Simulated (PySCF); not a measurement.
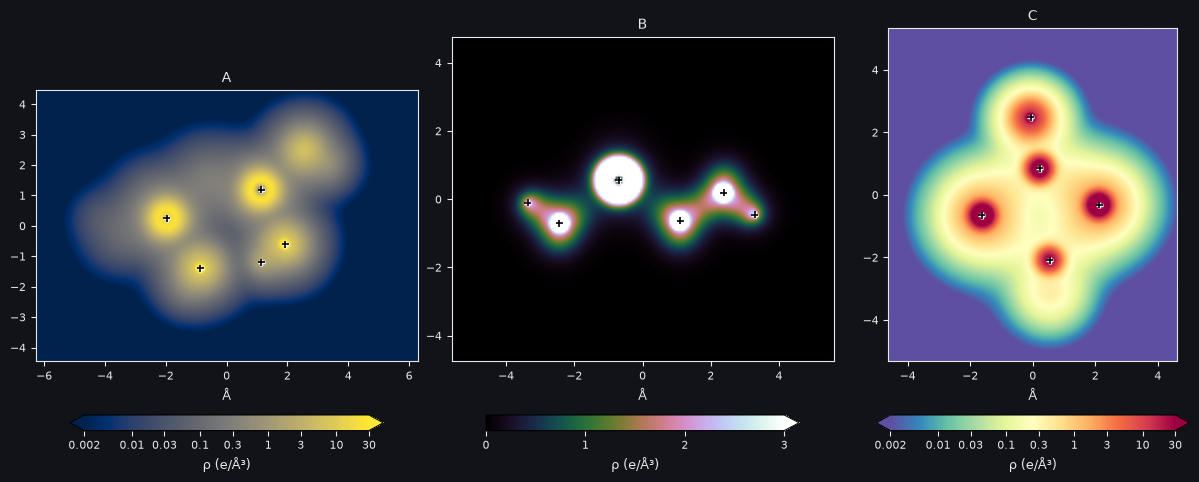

The electron density of 3 systems, each on a plane through atoms (crosses mark nuclei in the plane).

The calculation used CAM-B3LYP/def2-SVPD, SCF density, gas phase, scalar-relativistic core potentials on the heavy atoms in PySCF 2.14.0.

System 1: C$_{4}$H$_{12}$Sn (SMILES [H][Sn]([CH3])([CH3])[CH2]C), the plane of atoms C11, C12 and H15. Geometry: PBE0-D3(BJ)/def2-SVP; core potentials replace the inner electrons of Sn.

```xyz
17

Sn    0.0375    0.6966    0.3857
H    -0.0975    0.9771    2.0839
C     2.1131    0.3786   -0.1034
H     2.7098    1.2649    0.1567
H     2.2262    0.1824   -1.1797
H     2.5088   -0.4831    0.4538
C    -0.7124    2.4023   -0.6992
H    -1.7668    2.5882   -0.4493
H    -0.6341    2.2190   -1.7812
H    -0.1282    3.3003   -0.4521
C    -1.0940   -1.0796   -0.1227
C    -0.5986   -2.3392    0.5751
H    -1.0468   -1.1912   -1.2188
H    -2.1499   -0.8804    0.1226
H    -1.1942   -3.2250    0.2968
H     0.4499   -2.5639    0.3202
H    -0.6513   -2.2474    1.6721
```

System 2: H$_{7}$NO$_{6}$Sn$_{2}$, the plane of atoms Sn6, O7 and H14. Geometry: PBE0-D3(BJ)/def2-SVP; core potentials replace the inner electrons of Sn.

```xyz
16

Sn    1.2430    0.8922    0.5489
O     2.1349    2.1831    1.7295
O    -0.0297    1.8616   -0.6514
O     2.6025   -0.0539   -0.4973
N    -0.0614   -0.3660    1.4572
Sn   -1.2794   -1.0920    0.0195
O    -2.4016    0.2094   -0.9362
O     0.2467   -1.5683   -1.1817
O    -2.4104   -2.6142    0.5177
H     3.0591    1.9375    1.8641
H     0.4014    2.4331   -1.2981
H     2.1146   -0.8110   -0.8732
H    -0.5065   -0.0046    2.3000
H    -1.8358    1.0038   -0.9981
H    -0.0057   -1.5576   -2.1129
H    -3.3059   -2.4871    0.1784
```

System 3: Al$_{3}$F$_{3}$Se$_{3}$ ((FAlSe)3 ring), the plane of atoms Se3, Al4 and Se6. Geometry: PBE0-D3(BJ)/def2-SVP.

```xyz
9

Al    0.9102   -0.6131    1.6419
F     0.6321   -1.1615    3.1774
Se   -0.2810   -1.6016   -0.1583
Al   -1.8911    0.1155   -0.4874
F    -3.4522   -0.1402   -0.0025
Se   -0.9117    1.8688   -1.4824
Al    0.9905    0.4757   -1.1001
F     1.8467    0.0224   -2.4589
Se    2.2893    0.9646    0.8446
```

**Which map belongs to which system?**

Panel A is system 2, H$_{7}$NO$_{6}$Sn$_{2}$: the plane holds Sn, O and H. Sn–O (1.97 Å): ρ is about 0.77 e/Å³ halfway. Panel B is system 1, C$_{4}$H$_{12}$Sn: the plane holds Sn, C and H. C–C (1.52 Å): ρ is about 1.6 e/Å³ halfway. Panel C is system 3, Al$_{3}$F$_{3}$Se$_{3}$: the plane holds Se, Al and F. Al–F (1.65 Å): ρ at the midpoint is about 0.82 e/Å³.
